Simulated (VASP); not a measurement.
Band structure of SnSe$_{2}$ (1T layered). Method: optB88-vdW, VASP's PBE PAW potentials (set 64) (plane waves; VASP).

Unless said otherwise, spin-orbit coupling is left out, though it shifts the bands of the heavy elements here.

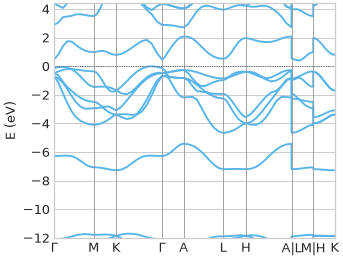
Bands along high-symmetry lines, zero at the valence-band maximum or, without a gap, the Fermi level

### Question
Read the plot: is there a gap, and where are the band edges?

### Answer
The gap is indirect, 0.40 eV, from the valence maximum at K-Γ at 0.78 to the conduction minimum at L-M at 0.33. (Edges off the drawn lines would not show.)

Measured: gap 0.98 eV (computed value off by -0.58 eV), as given by Joseph M. Gonzalez et al., Physical Review B (2016), arXiv:1609.04381.

The compound is SnSe2 in the 1T layered structure. It was relaxed first.
